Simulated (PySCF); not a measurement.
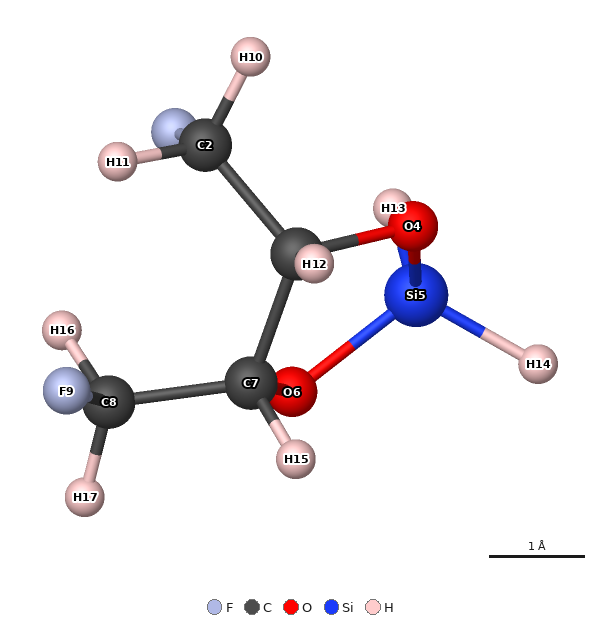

**Figure 1.** The structure as given in the input (ball-and-stick view, seen at a tilt; atoms are numbered from 1 in the order of the input).

NMR shielding calculation, with input and output: C$_{4}$H$_{8}$F$_{2}$O$_{2}$Si

C$_{4}$H$_{8}$F$_{2}$O$_{2}$Si, computed with GIAO PBE0/pcSseg-1 NMR shielding, non-relativistic, gas phase (PySCF 2.14.0).

The geometry comes from this level: PBE0-D3(BJ)/def2-SVP. Figures and captions count atoms from 1; the log counts them from 0 in places.

**Output**
```
coarse grid: 15272 points
cycle   1  E = -795.9391228644  dE =  1.277e+00  |g| = 1.025e+00  |ddm| = 3.687e+00
cycle   2  E = -795.7048362887  dE =  2.343e-01  |g| = 1.556e+00  |ddm| = 1.901e+00
cycle   3  E = -796.1133666625  dE = -4.085e-01  |g| = 8.679e-02  |ddm| = 1.283e+00
cycle   4  E = -796.1144960590  dE = -1.129e-03  |g| = 4.550e-02  |ddm| = 1.011e-01
cycle   5  E = -796.1148267971  dE = -3.307e-04  |g| = 1.123e-02  |ddm| = 4.039e-02
cycle   6  E = -796.1148437254  dE = -1.693e-05  |g| = 3.446e-03  |ddm| = 9.288e-03
cycle   7  E = -796.1148459451  dE = -2.220e-06  |g| = 6.810e-04  |ddm| = 2.992e-03
final grid: 145360 points
cycle   8  E = -796.2018189326  dE = -4.524e-05  |g| = 1.294e-02  |ddm| = 3.283e-02
cycle   9  E = -796.2017827091  dE =  3.622e-05  |g| = 1.942e-02  |ddm| = 2.134e-02
cycle  10  E = -796.2018498883  dE = -6.718e-05  |g| = 1.114e-03  |ddm| = 1.305e-02
cycle  11  E = -796.2018501339  dE = -2.456e-07  |g| = 2.841e-04  |ddm| = 1.165e-03
cycle  12  E = -796.2018501489  dE = -1.495e-08  |g| = 9.466e-05  |ddm| = 2.994e-04
cycle  13  E = -796.2018501501  dE = -1.230e-09  |g| = 3.219e-05  |ddm| = 7.829e-05
cycle  14  E = -796.2018501503  dE = -1.662e-10  |g| = 4.496e-06  |ddm| = 2.952e-05
```

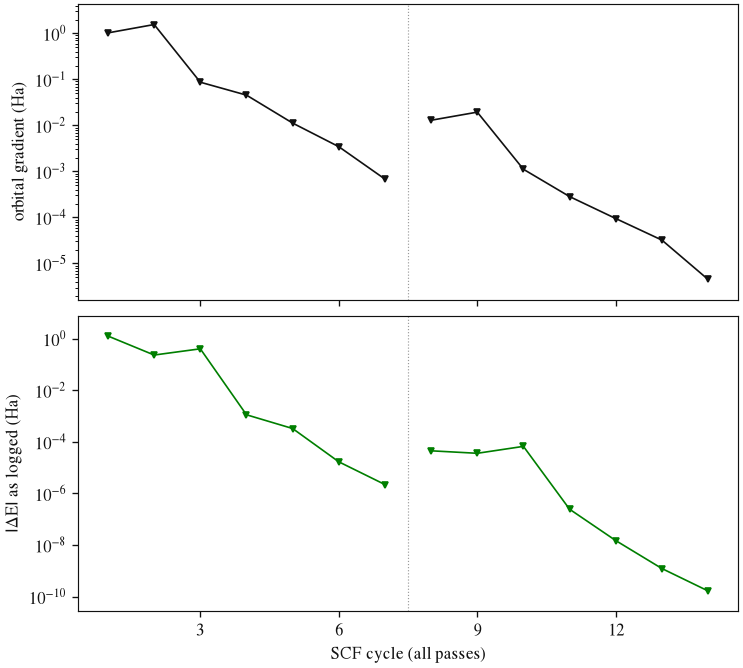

**Figure 2.** Convergence of the self-consistent field: orbital gradient and size of the energy change against the SCF cycle. The dotted line marks the change from a coarse to the final integration grid. The first 7 cycles use a coarse grid, the final grid takes over at cycle 8, and the field converges after 14 cycles in all.

```
converged SCF energy = -796.2018501503

GIAO shielding tensors (ppm)
atom      isotropic    diamagn.    paramagn.     s11        s22        s33       span
  0 F      435.370     475.576     -40.206    404.888    432.890    468.332     63.444
  1 C       98.669     242.888    -144.219     65.853     83.787    146.368     80.515
  2 C      106.668     251.777    -145.109     85.171     98.412    136.421     51.250
  3 O      277.393     397.652    -120.259    219.845    259.694    352.640    132.795
  4 Si     346.873     879.247    -532.375    315.563    334.251    390.805     75.242
  5 O      287.030     396.444    -109.413    244.341    265.124    351.626    107.285
  6 C      110.435     247.393    -136.958     84.409    101.500    145.397     60.988
  7 C       99.412     243.705    -144.293     66.992     76.540    154.704     87.712
  8 F      434.634     472.737     -38.103    404.111    434.340    465.450     61.340
  9 H       26.523      28.120      -1.597     22.042     25.845     31.682      9.640
 10 H       26.410      29.346      -2.937     23.766     25.752     29.711      5.946
 11 H       27.379      31.302      -3.923     23.601     26.940     31.597      7.996
 12 H       26.176      28.804      -2.628     22.518     24.137     31.873      9.355
 13 H       26.127      27.651      -1.524     22.832     22.932     32.618      9.786
 14 H       26.979      30.508      -3.529     23.421     25.165     32.351      8.930
 15 H       26.623      29.641      -3.019     24.297     27.773     27.797      3.500
 16 H       26.378      27.977      -1.599     22.211     27.190     29.734      7.523
```

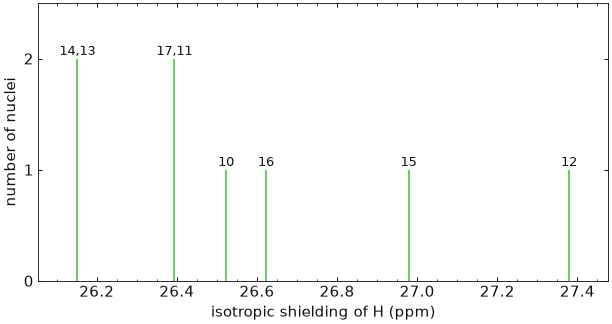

**Figure 3.** Isotropic shieldings of the hydrogen nuclei in this fixed geometry, labelled by atom number; shielding grows to the right, so chemical shift grows to the left. The least shielded is H14 (26.1 ppm), the most shielded H12 (27.4 ppm).

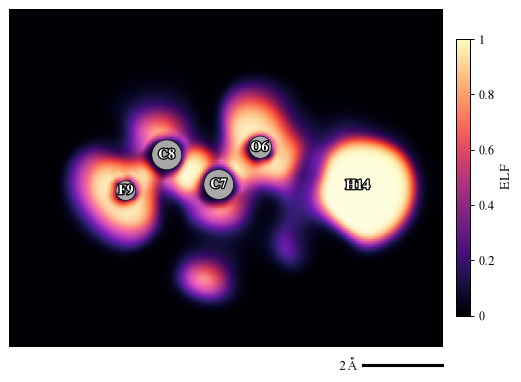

**Figure 4.** Electron localisation function on the plane of atoms O6, C7 and C8. Grey discs, where drawn, cover atomic cores. Atoms in the plane: O, C, F and H. C–F (1.38 Å): the ELF peaks at about 0.85 between the atoms (a polar covalent bond). C–O (1.41 Å): the ELF peaks at about 0.90 between the atoms (a shared but strongly polarised pair). C–C (1.51 Å): the ELF peaks at about 0.95 between the atoms (a covalent bond).

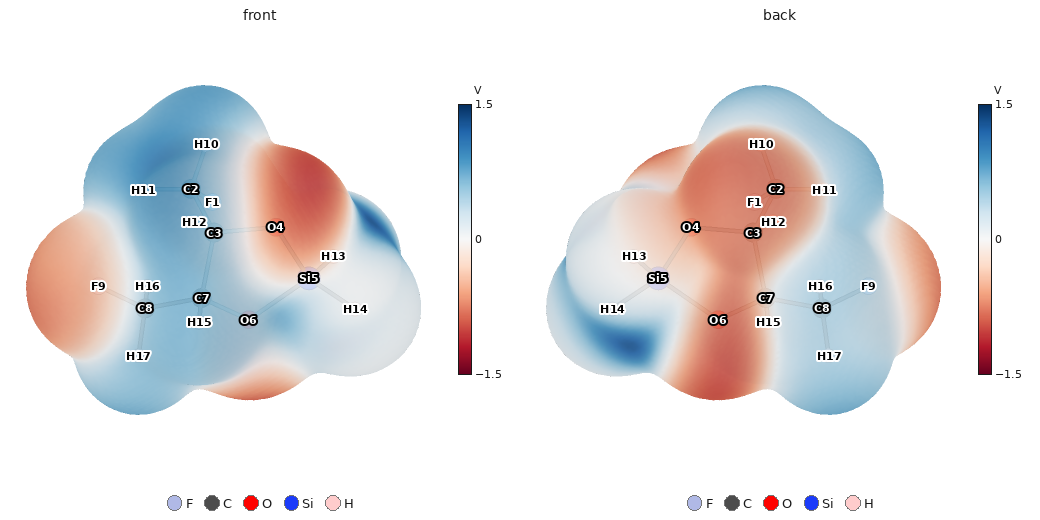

**Figure 5.** The electrostatic potential painted on the density surface at 0.001 e/bohr³, seen face on and from behind; the colour scale runs from red (negative) to blue (positive). A positive charge is drawn to the negative regions and a negative charge to the positive ones.

This output came from the following input.

**Input**
```
{"job": {"kind": "nmr", "xc": "PBE0", "basis": "pcSseg-1"}, "charge": 0, "multiplicity": 1}
F     -0.354863     0.941302     1.477160
C     -0.693144     1.449720     0.241048
C     -1.101327     0.329724    -0.689149
O     -2.277366    -0.292082    -0.204971
Si    -1.881213    -1.674564     0.659219
O     -0.290740    -1.776907     0.135304
C     -0.045775    -0.799369    -0.853406
C      1.392427    -0.342527    -0.728949
F      1.638252     0.636022    -1.665381
H     -1.542699     2.138966     0.369695
H      0.169647     1.999538    -0.167918
H     -1.311397     0.781372    -1.672866
H     -1.949736    -1.536470     2.135411
H     -2.723459    -2.809931     0.197111
H     -0.185228    -1.245149    -1.857180
H      1.573010     0.059208     0.280258
H      2.072416    -1.190414    -0.904614
```

The first line tells a small driver script what to run in PySCF; the rest is the geometry in Å.

Launch command:
```bash
OMP_NUM_THREADS=1 python <driver script> task.json out
```

**Results in brief**

| quantity | value |
| --- | --- |
| outcome | converged |
| total energy | −796.201850 hartree |
| HOMO | −8.18 eV |
| LUMO | 0.33 eV |
| dipole moment | 0.69 D |
| isotropic shielding, F | 434.6 to 435.4 ppm |
| isotropic shielding, C | 98.7 to 110.4 ppm |
| isotropic shielding, O | 277.4 to 287.0 ppm |
| isotropic shielding, Si | 346.9 ppm |
| isotropic shielding, H | 26.1 to 27.4 ppm |
| hardware | 1 CPU thread, shared host |
| wall time | 79 s |
| peak memory | 1.1 GiB |
